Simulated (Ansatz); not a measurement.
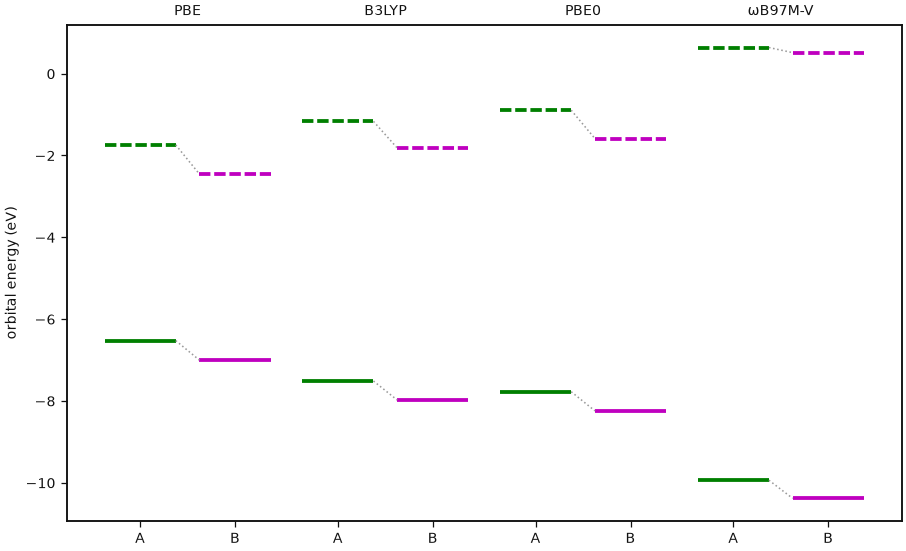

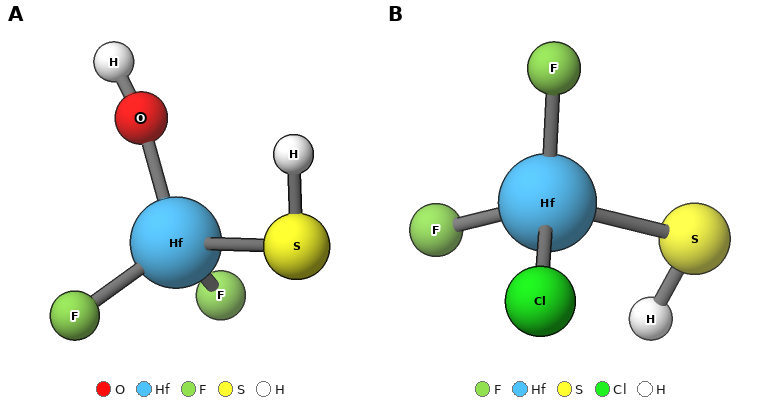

One change: A, HfH₂SOF₂ (SMILES [OH][Hf]([F])([F])[SH]), becomes B, HfHSClF₂ (SMILES [F][Hf]([F])([SH])[Cl]). OH on Hf is replaced by Cl. HOMO (solid) and LUMO (dashed) computed in def2-TZVPP at PBE0-D4/def2-TZVP geometries, both minima by their frequencies, gas phase, the Ansatz code. Empty levels above zero depend strongly on the basis.

Q: What does the change do to HOMO and LUMO?

A: PBE: the HOMO falls by 0.48 eV, the LUMO falls by 0.72 eV, and the separation goes from 4.78 to 4.55 eV. B3LYP: the HOMO falls by 0.46 eV, the LUMO falls by 0.65 eV, and the separation goes from 6.35 to 6.16 eV. PBE0: the HOMO falls by 0.47 eV, the LUMO falls by 0.69 eV, and the separation goes from 6.88 to 6.66 eV. ωB97M-V: the HOMO falls by 0.44 eV, the LUMO falls by 0.12 eV, and the separation goes from 10.58 to 10.90 eV.

Q: Do the functionals agree on the effect?

A: They agree on the direction for both levels; the HOMO shift lies between −0.48 and −0.44 eV and the LUMO shift between −0.72 and −0.12 eV, while the separations themselves differ by up to 6.3 eV between functionals.

Caveats: core potentials past krypton; spin-orbit coupling is left out, and with Hf it can shift these values.
